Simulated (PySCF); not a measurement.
# HNO (nitroxyl) at PBE/STO-6G

What is the energy change on altering one bond length of HNO (nitroxyl) at PBE/STO-6G? The job is set up through a Python script.

Program for the calculation: PySCF 2.14.0.

11 further runs of the same task are left out: 11 set aside as unsound or not needed.

### Step 1. The structure to begin with

HNO has 3 atoms, charge 0, and is taken as a singlet. SMILES: `N=O`. The coordinates come from a GFN2-xTB relaxation.

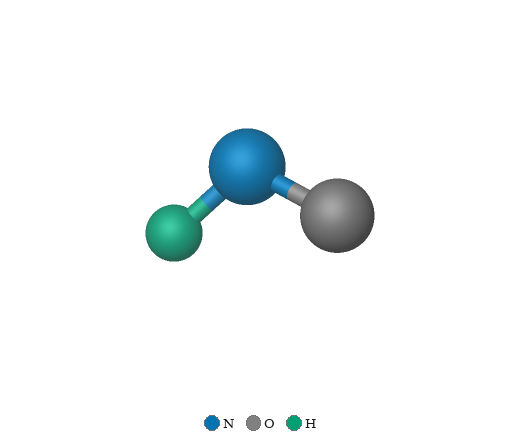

The structure, seen from a chosen angle (nitrogen blue, oxygen grey, hydrogen teal).

### Step 2. The energy at PBE/STO-6G

Contents of run.py:

```python
from pyscf import gto, dft

system = gto.Mole()
system.atom = '''
N     -0.275940     0.297220    -0.114780
O      0.768580     0.418030     0.466150
H     -0.492640    -0.715240    -0.351380
'''
system.max_memory = 1860
system.charge = 0
system.basis = 'sto-6g'
system.verbose = 4
system.build()

calc0 = dft.RKS(system, xc='pbe')
calc0.grids.level = 5
calc0.conv_tol = 1e-10
calc0.kernel()
if not calc0.converged:
    calc0 = calc0.newton().run(calc0.mo_coeff, calc0.mo_occ)

energy = calc0.e_tot
print(f'total energy: {energy:.8f} hartree')
```

The run is started by

```console
$ OMP_NUM_THREADS=1 python run.py
```

The program printed:

```text
PySCF version 2.14.0

[INPUT] num. atoms = 3
[INPUT] num. electrons = 16
[INPUT] charge = 0
[INPUT] spin (= nelec alpha-beta = 2S) = 0
[INPUT] symmetry False subgroup None
[INPUT] Mole.unit = angstrom
[INPUT] Symbol           X                Y                Z      unit          X                Y                Z       unit  Magmom
[INPUT]  1 N     -0.275940000000   0.297220000000  -0.114780000000 AA   -0.521451026812   0.561664398743  -0.216902764578 Bohr   0.0
[INPUT]  2 O      0.768580000000   0.418030000000   0.466150000000 AA    1.452405704818   0.789962211852   0.880895832966 Bohr   0.0
[INPUT]  3 H     -0.492640000000  -0.715240000000  -0.351380000000 AA   -0.930954678006  -1.351607713334  -0.664011965650 Bohr   0.0

nuclear repulsion = 30.4051266832744
number of shells = 7
number of NR pGTOs = 66
number of NR cGTOs = 11
basis = sto-6g
ecp = {}

******** <class 'pyscf.dft.rks.RKS'> ********
method = RKS
initial guess = minao
damping factor = 0
level_shift factor = 0
DIIS = <class 'pyscf.scf.diis.CDIIS'>
diis_start_cycle = 1
diis_space = 8
diis_damp = 0
SCF conv_tol = 1e-10
SCF conv_tol_grad = None
SCF max_cycles = 50
direct_scf = True
direct_scf_tol = 1e-13
XC library pyscf.dft.libxc version 7.0.0
    S. Lehtola, C. Steigemann, M. J.T. Oliveira, and M. A.L. Marques.,  SoftwareX 7, 1–5 (2018)
XC functionals = pbe
    J. P. Perdew, K. Burke, and M. Ernzerhof.,  Phys. Rev. Lett. 77, 3865 (1996)
    J. P. Perdew, K. Burke, and M. Ernzerhof.,  Phys. Rev. Lett. 78, 1396 (1997)
    J. P. Perdew, K. Burke, and M. Ernzerhof.,  Phys. Rev. Lett. 77, 3865 (1996)
    J. P. Perdew, K. Burke, and M. Ernzerhof.,  Phys. Rev. Lett. 78, 1396 (1997)
radial grids:
    Treutler-Ahlrichs [JCP 102, 346 (1995); DOI:10.1063/1.469408] (M4) radial grids

becke partition: Becke, JCP 88, 2547 (1988); DOI:10.1063/1.454033
pruning grids: <function nwchem_prune>
grids dens level: 5
symmetrized grids: False
atomic radii adjust function: <function treutler_atomic_radii_adjust>
small_rho_cutoff = 0
Set gradient conv threshold to 1e-05
Initial guess from minao.
tot grids = 108632
init E= -130.143732793825
  HOMO = -0.175327038946965  LUMO = -0.0926885116073861  gap/eV = 2.24871
cycle= 1 E= -129.752769819223  delta_E= 0.391  |g|= 0.414  |ddm|= 2.53
  HOMO = -0.00237291082747415  LUMO = 0.0202671230389938  gap/eV = 0.61607
cycle= 2 E= -129.343080221673  delta_E= 0.41  |g|= 1.26  |ddm|= 1.93
  HOMO = -0.0700317894441106  LUMO = -0.0375325096928675  gap/eV = 0.88435
cycle= 3 E= -129.807460354569  delta_E= -0.464  |g|= 0.0174  |ddm|= 1.38
  HOMO = -0.0742271981080012  LUMO = -0.0438923724038184  gap/eV = 0.82545
cycle= 4 E= -129.807572251391  delta_E= -0.000112  |g|= 0.00778  |ddm|= 0.0561
  HOMO = -0.0727249160404146  LUMO = -0.0419622361656108  gap/eV = 0.83710
cycle= 5 E= -129.807597964092  delta_E= -2.57e-05  |g|= 0.00139  |ddm|= 0.0207
  HOMO = -0.0730033123500842  LUMO = -0.0423163265976624  gap/eV = 0.83504
cycle= 6 E= -129.807598908047  delta_E= -9.44e-07  |g|= 4.43e-05  |ddm|= 0.00349
  HOMO = -0.0730148660063393  LUMO = -0.0423307737527603  gap/eV = 0.83496
cycle= 7 E= -129.807598908883  delta_E= -8.36e-10  |g|= 9.21e-06  |ddm|= 9.38e-05
  HOMO = -0.073015853943069  LUMO = -0.0423315736850391  gap/eV = 0.83496
cycle= 8 E= -129.807598908911  delta_E= -2.76e-11  |g|= 1.56e-06  |ddm|= 2.27e-05
  HOMO = -0.0730159557034691  LUMO = -0.0423315696056506  gap/eV = 0.83496
Extra cycle  E= -129.807598908899  delta_E= 1.15e-11  |g|= 4.46e-06  |ddm|= 3.53e-05
converged SCF energy = -129.807598908899
total energy: -129.80759891 hartree
```

Run time: 1.4 s. Hardware: 1 thread of Arm Neoverse V2, shared host; peak memory 0.15 GiB.

### Step 3. The distorted shape at the same level

Contents of job.py:

```python
from pyscf import gto, dft

molecule = gto.Mole()
molecule.atom = '''
N     -0.439548     0.944326    -0.127479
O      1.534308     1.172624     0.970320
H     -0.930955    -1.351608    -0.664012
'''
molecule.verbose = 4
molecule.spin = 0
molecule.basis = 'sto-6g'
molecule.max_memory = 1860
molecule.unit = 'bohr'
molecule.build()

calc0 = dft.RKS(molecule)
calc0.xc = 'pbe'
calc0.conv_tol = 1e-10
calc0.grids.level = 5
calc0.kernel()
if not calc0.converged:
    calc0 = calc0.newton().run(calc0.mo_coeff, calc0.mo_occ)

e_final = calc0.e_tot
print('E(%s) = %.9f' % ('PBE', e_final))
```

The run is started by

```console
$ OMP_NUM_THREADS=1 python job.py
```

The program printed:

```text
PySCF version 2.14.0

[INPUT] num. atoms = 3
[INPUT] num. electrons = 16
[INPUT] charge = 0
[INPUT] spin (= nelec alpha-beta = 2S) = 0
[INPUT] symmetry False subgroup None
[INPUT] Mole.unit = bohr
[INPUT] Symbol           X                Y                Z      unit          X                Y                Z       unit  Magmom
[INPUT]  1 N     -0.232598784705   0.499715798879  -0.067458981671 AA   -0.439548000000   0.944326000000  -0.127479000000 Bohr   0.0
[INPUT]  2 O      0.811920828132   0.620525897778   0.513471231300 AA    1.534308000000   1.172624000000   0.970320000000 Bohr   0.0
[INPUT]  3 H     -0.492640170392  -0.715240151697  -0.351380018177 AA   -0.930955000000  -1.351608000000  -0.664012000000 Bohr   0.0

nuclear repulsion = 29.6322133434138
number of shells = 7
number of NR pGTOs = 66
number of NR cGTOs = 11
basis = sto-6g
ecp = {}

******** <class 'pyscf.dft.rks.RKS'> ********
method = RKS
initial guess = minao
damping factor = 0
level_shift factor = 0
DIIS = <class 'pyscf.scf.diis.CDIIS'>
diis_start_cycle = 1
diis_space = 8
diis_damp = 0
SCF conv_tol = 1e-10
SCF conv_tol_grad = None
SCF max_cycles = 50
direct_scf = True
direct_scf_tol = 1e-13
XC library pyscf.dft.libxc version 7.0.0
    S. Lehtola, C. Steigemann, M. J.T. Oliveira, and M. A.L. Marques.,  SoftwareX 7, 1–5 (2018)
XC functionals = pbe
    J. P. Perdew, K. Burke, and M. Ernzerhof.,  Phys. Rev. Lett. 77, 3865 (1996)
    J. P. Perdew, K. Burke, and M. Ernzerhof.,  Phys. Rev. Lett. 78, 1396 (1997)
    J. P. Perdew, K. Burke, and M. Ernzerhof.,  Phys. Rev. Lett. 77, 3865 (1996)
    J. P. Perdew, K. Burke, and M. Ernzerhof.,  Phys. Rev. Lett. 78, 1396 (1997)
radial grids:
    Treutler-Ahlrichs [JCP 102, 346 (1995); DOI:10.1063/1.469408] (M4) radial grids

becke partition: Becke, JCP 88, 2547 (1988); DOI:10.1063/1.454033
pruning grids: <function nwchem_prune>
grids dens level: 5
symmetrized grids: False
atomic radii adjust function: <function treutler_atomic_radii_adjust>
small_rho_cutoff = 0
Set gradient conv threshold to 1e-05
[... 1 set-up line as earlier in the session ...]
tot grids = 108632
init E= -130.050841716866
  HOMO = -0.170702391164975  LUMO = -0.0844806099731412  gap/eV = 2.34621
cycle= 1 E= -129.751409200987  delta_E= 0.299  |g|= 0.44  |ddm|=  2.5
  HOMO = -0.0386659555820932  LUMO = 0.0119941685275359  gap/eV = 1.37853
cycle= 2 E= -128.960420899906  delta_E= 0.791  |g|=  1.8  |ddm|= 2.37
  HOMO = -0.0936924810125984  LUMO = -0.056158586971534  gap/eV = 1.02135
cycle= 3 E= -129.806355616779  delta_E= -0.846  |g|= 0.129  |ddm|= 1.87
  HOMO = -0.0863913114691999  LUMO = -0.0401617335915636  gap/eV = 1.25797
cycle= 4 E= -129.809322365975  delta_E= -0.00297  |g|= 0.0598  |ddm|= 0.274
  HOMO = -0.091487841528559  LUMO = -0.0497027849708375  gap/eV = 1.13703
cycle= 5 E= -129.811362166321  delta_E= -0.00204  |g|= 0.00227  |ddm|= 0.146
  HOMO = -0.0916878354541999  LUMO = -0.0498814173584985  gap/eV = 1.13761
cycle= 6 E= -129.811364591637  delta_E= -2.43e-06  |g|= 0.000729  |ddm|= 0.00535
  HOMO = -0.091718193630384  LUMO = -0.0499153690343286  gap/eV = 1.13751
cycle= 7 E= -129.81136473717  delta_E= -1.46e-07  |g|= 0.000109  |ddm|= 0.000652
  HOMO = -0.091717889416884  LUMO = -0.0499138549255626  gap/eV = 1.13755
cycle= 8 E= -129.811364740429  delta_E= -3.26e-09  |g|= 4.3e-06  |ddm|= 9.78e-05
  HOMO = -0.0917177535240342  LUMO = -0.0499135773634108  gap/eV = 1.13755
cycle= 9 E= -129.811364740434  delta_E= -4.86e-12  |g|= 1.59e-07  |ddm|= 4.02e-06
  HOMO = -0.091717702892598  LUMO = -0.0499134964851955  gap/eV = 1.13755
Extra cycle  E= -129.811364740434  delta_E= -2.84e-14  |g|= 2.6e-07  |ddm|= 1.08e-06
converged SCF energy = -129.811364740434
E(PBE) = -129.811364740
```

It took 1.5 s on 1 thread of Arm Neoverse V2, shared host; peak memory 0.15 GiB.

### Step 4. Results

At PBE/STO-6G:

| quantity | value |
| --- | --- |
| first shape: total energy | -129.80760 Eh |
| first shape: dipole moment | 1.30 D |
| first shape: HOMO energy | -1.99 eV |
| first shape: LUMO energy | -1.15 eV |
| first shape: HOMO–LUMO gap | 0.83 eV |
| distorted shape: total energy | -129.81136 Eh |
| distorted shape: dipole moment | 0.83 D |
| distorted shape: HOMO energy | -2.50 eV |
| distorted shape: LUMO energy | -1.36 eV |
| distorted shape: HOMO–LUMO gap | 1.14 eV |
| energy change with the N1–H3 bond stretched from 1.062 to 1.275 Å | -0.102 eV |

In words: With the N1–H3 bond stretched from 1.062 to 1.275 Å the energy falls by 0.10 eV (9.9 kJ/mol). The first shape isn't relaxed at this level, so the change isn't measured from a minimum. The minimal basis adds a large error of its own.
